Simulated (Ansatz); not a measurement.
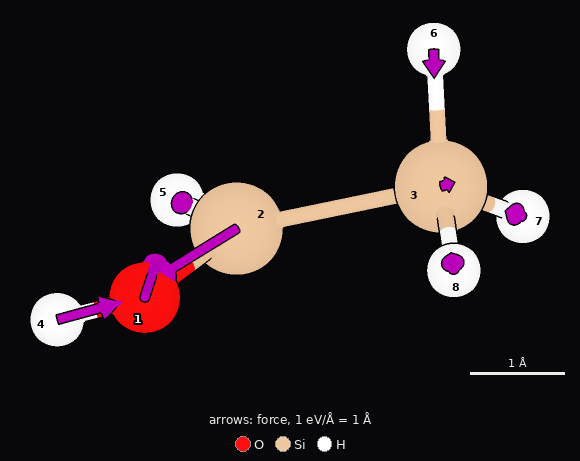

Starting geometry of Si₂H₅O (charge +1) with the computed forces as purple arrows. Style: ball-and-stick. Shown from a free direction.

It is one of the separated reactants of a reaction.

Level of theory: RKS PBE0-D4/def2-TZVP in Ansatz. (force threshold 0.005 eV/Å; at most 200 steps)

> What follows when this structure is relaxed?

It isn't relaxed: the largest force vector, on Si2, is 1.26 eV/Å. The final displacements have little in common with the starting forces (cosine between the two patterns 0.13). After 19 accepted moves (23 points after the start) the energy has fallen by 1.13 kcal/mol. The largest force component goes from 1.2 to 0.0049 eV/Å. The line search rejected the trial steps at points 6, 9, 11, 20 of the run. The forces were under the threshold at step 8, but the run went on from there. The atom that moves furthest after the best rigid fit is H5 (0.29 Å). By element the largest moves are H 0.29 Å, O 0.17 Å, Si 0.08 Å. Some distances before and after: O1–Si2 1.625 → 1.585 Å, Si2–H5 1.502 → 1.483 Å, Si3–H8 1.494 → 1.476 Å, O1–H4 0.981 → 0.965 Å. Among the angles between lasting bonds that change: Si2–O1–H4 124.5° → 126.6°, O1–Si2–Si3 115.1° → 117.1°. The run took of the order of 70 core-seconds on a shared host.
